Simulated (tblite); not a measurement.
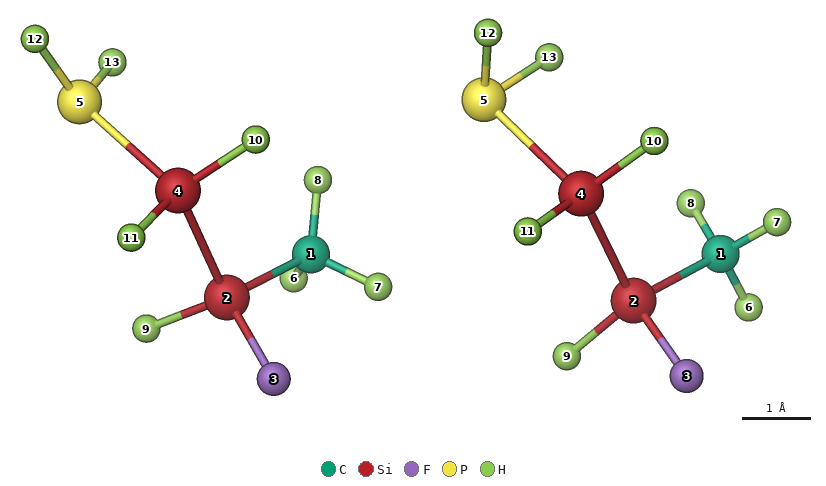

Two geometries of CH8FPSi2, drawn at one scale. One is the start of a relaxation, the other its converged end. The picture is a ball-and-stick view, seen from a free direction.

The calculation used GFN2-xTB geometry optimisation, gas phase in tblite 0.8.0. 

Question: Which one is relaxed?

Answer: The right one is the relaxed one. The atom that moves furthest after the best rigid fit is H8 (1.00 Å). By element the largest moves are H 1.00 Å, Si 0.15 Å, F 0.15 Å, P 0.13 Å, C 0.10 Å. Near-neighbour distances that change, for instance: Si2–Si4 2.227 → 2.316 Å, P5–H12 1.436 → 1.379 Å, Si4–P5 2.195 → 2.245 Å, Si2–F3 1.666 → 1.622 Å. Bond angles that change, for instance: H12–P5–H13 114.4° → 92.3°, Si4–P5–H12 114.0° → 95.0°, Si4–Si2–H9 106.3° → 118.2°. Groups turn about C1–Si2 by about 50°. Over 107 geometry steps the energy falls by 1.126 eV. The run took 0.67 s on 1 thread of Intel(R) Xeon(R) Platinum 8488C, with other jobs on the host.
